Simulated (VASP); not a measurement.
Band structure of MgI$_{2}$ (1T layered). All values below come from PBEsol GGA, VASP's PBE PAW potentials (set 64) (plane waves; VASP 6.6.1).

Without a dispersion term in the relaxation, distances and binding between the weakly bound layers, chains or molecules are unreliable, and so is what depends on them. Unless said otherwise, spin-orbit coupling is left out, though it shifts the bands of the heavy elements here.

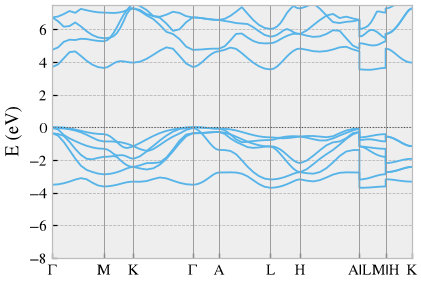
Bands along high-symmetry lines, zero at the valence-band maximum or, without a gap, the Fermi level

Read the plot: is there a gap, and where are the band edges?

The gap is indirect, 3.52 eV, from the valence maximum at Γ to the conduction minimum at L-M at 0.33. (Edges off the drawn lines would not show.)

The compound is MgI2 in the 1T layered structure. It was relaxed first.
